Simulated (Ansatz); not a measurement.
# doublet [Ge2H6]+: levels of theory compared

Aim: a comparison of 6 runs (UHF/6-31G*, U-r2SCAN0/6-31G*, UBLYP/6-31G*, USVWN5/6-31G*, UMP2/6-31G*, UBCCD(T)/6-31G*) of doublet [Ge2H6]+. 

Program for the calculation: Ansatz 0.2.0.

39 further runs of the same task are left out: 39 set aside as unsound or not needed.

**1. The system as given**

[Ge2H6]+: 8 atoms, total charge +1, spin state doublet. As SMILES of the parent species, `[GeH3][GeH3]`. The shape is that of a PBE0-D4/def2-TZVP optimisation. That shape belongs to the parent species and isn't relaxed for this state.

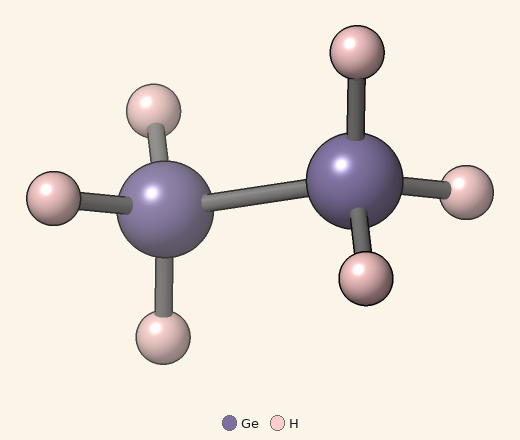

The structure, seen from a chosen angle (germanium purple, hydrogen pink).

**2. The energy at UHF/6-31G(d) (spherical functions) (run 1)**

Input file job.yaml:

```yaml
crystal:
  periodic: [false, false, false]
  atoms:
    - {symbol: Ge, position_ang: [-0.569150, 0.281910, -1.029950]}
    - {symbol: Ge, position_ang: [0.569150, -0.281910, 1.029950]}
    - {symbol: H, position_ang: [-0.360530, -0.825230, -2.075830]}
    - {symbol: H, position_ang: [-2.077470, 0.442320, -0.780090]}
    - {symbol: H, position_ang: [-0.023210, 1.601970, -1.597890]}
    - {symbol: H, position_ang: [0.367430, 0.829100, 2.073090]}
    - {symbol: H, position_ang: [2.076310, -0.450460, 0.778490]}
    - {symbol: H, position_ang: [0.017470, -1.597700, 1.602230]}
basis:
  gaussian: {orbitals: 6-31G_st_-spherical.json}
magnetization: {spin_polarized: true, initial_magnetization: 1}
total_charge: 1
output: {orbitals: {seedname: orbitals}}
hamiltonian: {xc: hf}
accuracy: high
```

The basis set 6-31G* is read from a file made from the Basis Set Exchange's data (not shown).

The run is started by

```console
$ ansatz run job.yaml --threads 1 --pin off --max-ram 3480MiB --events-out events.jsonl --progress --plain --runs-dir runs
```

Output:

```text
Warning: RAYON_NUM_THREADS=1 ignored (pool sized by the plan → 1); use --threads N
Functional definition: HF
  name "HF"
  exchange = exact_x
  correlation = 0
1611 factors; integrals over basis functions are off by at most 8.5e-9 eV
mean field evaluation 1: about -113015.3352 eV, gradient 8.5e0 eV
mean field evaluation 2: about -113015.3847 eV, gradient 8.5e0 eV
mean field evaluation 4: about -113016.2845 eV, gradient 7.7e-1 eV
mean field evaluation 8: about -113016.2899 eV, gradient 2.6e-4 eV
mean field -113016.28993300 eV, -4153.2720498451 hartree, gradient 2.9e-8 eV, S^2 0.755606; 0 other end points of the search recorded, 0 dependent functions left out
reference -113016.28993300 eV, -4153.2720498451 hartree; 35, 34 occupied and 41, 42 virtual orbitals, 1611 factors
Total energy: -113016.28993300 eV, -4153.2720498451 hartree
```

Wall time 2.3 s (1 thread of Intel Xeon 6975P-C (Granite Rapids), shared host); peak memory 0.31 GiB.

**3. A single-point energy at U-r2SCAN0/6-31G(d) (spherical functions) (run 2)**

Input file molecule.yaml:

```yaml
crystal:
  periodic: [false, false, false]
  atoms:
    - {symbol: Ge, position_ang: [-0.569150, 0.281910, -1.029950]}
    - {symbol: Ge, position_ang: [0.569150, -0.281910, 1.029950]}
    - {symbol: H, position_ang: [-0.360530, -0.825230, -2.075830]}
    - {symbol: H, position_ang: [-2.077470, 0.442320, -0.780090]}
    - {symbol: H, position_ang: [-0.023210, 1.601970, -1.597890]}
    - {symbol: H, position_ang: [0.367430, 0.829100, 2.073090]}
    - {symbol: H, position_ang: [2.076310, -0.450460, 0.778490]}
    - {symbol: H, position_ang: [0.017470, -1.597700, 1.602230]}
basis:
  gaussian: {orbitals: 6-31G_st_-spherical.json}
total_charge: 1
magnetization: {spin_polarized: true, initial_magnetization: 1}
hamiltonian: {xc: {name: r2SCAN0}}
accuracy: high
output: {orbitals: {seedname: orbitals}}
```

The basis set 6-31G* is read from a file made from the Basis Set Exchange's data (not shown).

The run is started by

```console
$ ansatz run molecule.yaml --threads 1 --pin off --max-ram 3480MiB --events-out events.jsonl --progress --plain --runs-dir runs
```

Output:

```text
Warning: RAYON_NUM_THREADS=1 ignored (pool sized by the plan → 1); use --threads N
Functional definition: r2SCAN0
  name "r2SCAN0"
  parameter a = 0.25
  parameter k0 = 0.174
  parameter k1 = 0.065
  parameter a1 = 4.9479
  exchange = (1 - a)*r2scan_x(k0 = k0, k1 = k1, a1 = a1) + a*exact_x
  correlation = r2scan_c
1611 factors; integrals over basis functions are off by at most 8.5e-9 eV
mean field evaluation 1: about -113105.9904 eV, gradient 6.1e0 eV
mean field evaluation 2: about -113106.1667 eV, gradient 2.6e0 eV
mean field evaluation 4: about -113106.1794 eV, gradient 8.2e-1 eV
mean field evaluation 8: about -113106.3053 eV, gradient 1.3e-2 eV
mean field evaluation 16: about -113106.3053 eV, gradient 4.6e-5 eV
mean field evaluation 32: about -113106.2951 eV, gradient 9.6e-1 eV
mean field -113106.30528030 eV, -4156.5800528436 hartree, gradient 6.9e-8 eV, S^2 0.753290; 2 other end points of the search recorded, 0 dependent functions left out
reference -113106.30528243 eV, -4156.5800529222 hartree; 35, 34 occupied and 41, 42 virtual orbitals, 1611 factors
Total energy: -113106.30528243 eV, -4156.5800529222 hartree
```

Wall time 15 s (1 thread of Intel Xeon 6975P-C (Granite Rapids), shared host); peak memory 0.55 GiB.

**4. A single-point energy at UBLYP/6-31G(d) (spherical functions) (run 3)**

Input file input.yaml:

```yaml
basis:
  gaussian:
    orbitals: 6-31G_st_-spherical.json
crystal:
  periodic: [false, false, false]
  atoms:
    - {symbol: Ge, position_ang: [-0.569150, 0.281910, -1.029950]}
    - {symbol: Ge, position_ang: [0.569150, -0.281910, 1.029950]}
    - {symbol: H, position_ang: [-0.360530, -0.825230, -2.075830]}
    - {symbol: H, position_ang: [-2.077470, 0.442320, -0.780090]}
    - {symbol: H, position_ang: [-0.023210, 1.601970, -1.597890]}
    - {symbol: H, position_ang: [0.367430, 0.829100, 2.073090]}
    - {symbol: H, position_ang: [2.076310, -0.450460, 0.778490]}
    - {symbol: H, position_ang: [0.017470, -1.597700, 1.602230]}
total_charge: 1
magnetization:
  spin_polarized: true
  initial_magnetization: 1
hamiltonian:
  xc: {name: BLYP}
accuracy: high
output:
  orbitals: {seedname: orbitals}
```

The basis set 6-31G* is read from a file made from the Basis Set Exchange's data (not shown).

The run is started by

```console
$ ansatz run input.yaml --threads 1 --pin off --max-ram 3480MiB --events-out events.jsonl --progress --plain --runs-dir runs
```

Output:

```text
Warning: RAYON_NUM_THREADS=1 ignored (pool sized by the plan → 1); use --threads N
Functional definition: BLYP
  name "BLYP"
  parameter beta = 0.0042
  parameter a = 0.04918
  parameter b = 0.132
  parameter c = 0.2533
  parameter d = 0.349
  exchange = b88_x(beta = beta)
  correlation = lyp_c(a = a, b = b, c = c, d = d)
1611 factors; integrals over basis functions are off by at most 8.5e-9 eV
mean field evaluation 1: about -113109.9556 eV, gradient 1.6e1 eV
mean field evaluation 2: about -113110.6009 eV, gradient 1.4e1 eV
mean field evaluation 4: about -113110.8916 eV, gradient 4.4e-1 eV
mean field evaluation 8: about -113110.8785 eV, gradient 4.6e-3 eV
mean field evaluation 16: about -113110.8785 eV, gradient 8.8e-7 eV
mean field evaluation 32: about -113110.6307 eV, gradient 1.5e0 eV
mean field -113110.87850529 eV, -4156.7481157621 hartree, gradient 5.8e-8 eV, S^2 0.750748; 4 other end points of the search recorded, 0 dependent functions left out
reference -113110.87856456 eV, -4156.7481179403 hartree; 35, 34 occupied and 41, 42 virtual orbitals, 1611 factors
Total energy: -113110.87856456 eV, -4156.7481179403 hartree
```

Run time: 5.7 s. Hardware: 1 thread of Intel Xeon 6975P-C (Granite Rapids), shared host; peak memory 0.26 GiB.

Runs 4 to 5 aren't shown in full; the table further down has their settings and results.

**5. The energy at UBCCD(T)/6-31G(d) (spherical functions) (run 6)**

Input file job.yaml:

```yaml
basis:
  gaussian:
    orbitals: 6-31G_st_-spherical.json
crystal:
  periodic: [false, false, false]
  atoms:
    - symbol: Ge
      position_ang: [-0.569150, 0.281910, -1.029950]
    - symbol: Ge
      position_ang: [0.569150, -0.281910, 1.029950]
    - symbol: H
      position_ang: [-0.360530, -0.825230, -2.075830]
    - symbol: H
      position_ang: [-2.077470, 0.442320, -0.780090]
    - symbol: H
      position_ang: [-0.023210, 1.601970, -1.597890]
    - symbol: H
      position_ang: [0.367430, 0.829100, 2.073090]
    - symbol: H
      position_ang: [2.076310, -0.450460, 0.778490]
    - symbol: H
      position_ang: [0.017470, -1.597700, 1.602230]
accuracy: high
correlation:
  method: bccd_t
  frozen_orbitals: {Ge: 9, H: 0}
scf:
  omitted_lower_state_checks: [cluster_reference, increment]
magnetization:
  spin_polarized: true
  initial_magnetization: 1
total_charge: 1
```

The basis set 6-31G* is read from a file made from the Basis Set Exchange's data (not shown).

The run is started by

```console
$ ansatz run job.yaml --threads 1 --pin off --max-ram 3480MiB --events-out events.jsonl --progress --plain --runs-dir runs
```

Output:

```text
Warning: RAYON_NUM_THREADS=1 ignored (pool sized by the plan → 1); use --threads N
Functional definition: HF
  name "HF"
  exchange = exact_x
  correlation = 0
these checks for a lower state are left out or cut short: cluster_reference, increment
1611 factors; integrals over basis functions are off by at most 8.5e-9 eV
mean field evaluation 1: about -113015.3352 eV, gradient 8.5e0 eV
mean field evaluation 2: about -113015.3847 eV, gradient 8.5e0 eV
mean field evaluation 4: about -113016.2845 eV, gradient 7.7e-1 eV
mean field evaluation 8: about -113016.2899 eV, gradient 2.6e-4 eV
mean field -113016.28993300 eV, -4153.2720498451 hartree, gradient 2.9e-8 eV, S^2 0.755606; 0 other end points of the search recorded, 0 dependent functions left out
18 core orbitals not correlated: weight in the atoms' cores, before any rotation towards them, 1.000 or more for the frozen orbitals, at most 0.000 for the correlated occupied ones
reference -113016.28993300 eV, -4153.2720498451 hartree; 17, 16 occupied and 41, 42 virtual orbitals, 1611 factors
second order -13.07829622 eV of doubles, -0.00000000 eV of singles
cycle   1  -12.77178709 eV  change    3.1e-1 eV  update   9.8e-2
cycle   2  -13.35359665 eV  change   -5.8e-1 eV  update   3.7e-2
cycle   3  -13.41752046 eV  change   -6.4e-2 eV  update   1.7e-2
cycle   4  -13.40672691 eV  change    1.1e-2 eV  update   4.6e-3
cycle   5  -13.40761623 eV  change   -8.9e-4 eV  update   1.8e-3
cycle   6  -13.40797023 eV  change   -3.5e-4 eV  update   6.8e-4
cycle   7  -13.40732008 eV  change    6.5e-4 eV  update   1.7e-4
cycle   8  -13.40750469 eV  change   -1.8e-4 eV  update   6.2e-5
cycle   9  -13.40754536 eV  change   -4.1e-5 eV  update   2.1e-5
cycle  10  -13.40751479 eV  change    3.1e-5 eV  update   8.8e-6
cycle  11  -13.40752702 eV  change   -1.2e-5 eV  update   3.0e-6
cycle  12  -13.40752295 eV  change    4.1e-6 eV  update   9.4e-7
cycle  13  -13.40752304 eV  change   -8.7e-8 eV  update   2.6e-7
cycle  14  -13.40752325 eV  change   -2.2e-7 eV  update   1.2e-7
cycle  15  -13.40752314 eV  change    1.1e-7 eV  update   8.0e-8
cycle  16  -13.40752313 eV  change    1.4e-8 eV  update   6.5e-8
cycle  17  -13.40752310 eV  change    2.5e-8 eV  update   5.5e-8
cycle  18  -13.40752310 eV  change    2.7e-9 eV  update   4.6e-8
cycle  19  -13.40752310 eV  change    2.8e-9 eV  update   3.6e-8
cycle  20  -13.40752303 eV  change    6.5e-8 eV  update   8.8e-8
cycle  21  -13.40752306 eV  change   -2.7e-8 eV  update   3.0e-8
cycle  22  -13.40752306 eV  change   2.3e-10 eV  update   1.2e-8
cycle  23  -13.40752306 eV  change   -5.1e-9 eV  update   5.3e-9
cycle  24  -13.40752306 eV  change   -2.1e-9 eV  update   1.6e-9
cycle  25  -13.40752307 eV  change  -7.6e-10 eV  update  7.1e-10
perturbative correction -0.31138834 eV, -0.0114433103 hartree
Total energy: -113030.00884440 eV, -4153.7762105400 hartree
Checks for a lower state left out: cluster_reference, increment
```

It took 27 s on 1 thread of Intel Xeon 6975P-C (Granite Rapids), shared host; peak memory 0.72 GiB.

**6. All runs side by side**

```tsv
run	level	frozen core orbitals	energy (Eh)	HOMO energy (eV)	LUMO energy (eV)	⟨S²⟩	wall time
1	UHF/6-31G* (spherical functions)	–	-4153.272050	-18.03	-8.66	0.756	2.3 s
2	U-r2SCAN0/6-31G* (spherical functions)	–	-4156.580053	-15.27	-12.20	0.753	15 s
3	UBLYP/6-31G* (spherical functions)	–	-4156.748118	-13.71	-13.03	0.751	5.7 s
4	USVWN5/6-31G* (spherical functions)	–	-4150.289525	-13.79	-13.34	0.751	3.9 s
5	UMP2/6-31G* (spherical functions)	18	-4153.752668	–	–	0.756	2.6 s
6	UBCCD(T)/6-31G* (spherical functions)	18	-4153.776211	–	–	0.756	27 s
```

**7. What came out**

```
                                           quantity           value
                                run 6: total energy  -4153.77621 Eh
run 6: correlation energy (18 core orbitals frozen)      -504.2 mEh
                              run 6: (T) correction      -11.44 mEh
           run 6: ⟨S²⟩ of the reference determinant           0.756
```

What this shows: Below the UHF energy at the same shape and in the same basis (6-31G*): UMP2 -480.6 mEh; UBCCD(T) -504.2 mEh. Totals of different functionals can't be ranked against each other. All runs together took 57 s, the longest 27 s.
